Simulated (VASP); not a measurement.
Band structure of CsCl (relaxed from the rock salt structure, space group Fm-3m). Level of theory: PBEsol GGA, VASP's PBE PAW potentials (set 64) (plane waves; VASP).

Unless said otherwise, spin-orbit coupling is left out, though it shifts the bands of the heavy elements here.

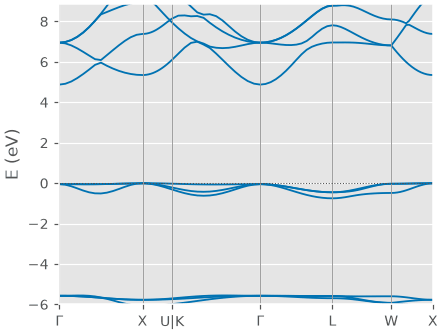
Bands along high-symmetry lines, zero at the valence-band maximum or, without a gap, the Fermi level

Problem. Read the plot: is there a gap, and where are the band edges?

Solution. The gap is indirect, 4.88 eV, from the valence maximum at X to the conduction minimum at Γ. (Edges off the drawn lines would not show.)

The structure was generated: CsCl was put into the rock salt type (Fm-3m), which need not be its known phase. It was relaxed first, which changed the volume by -21 %.
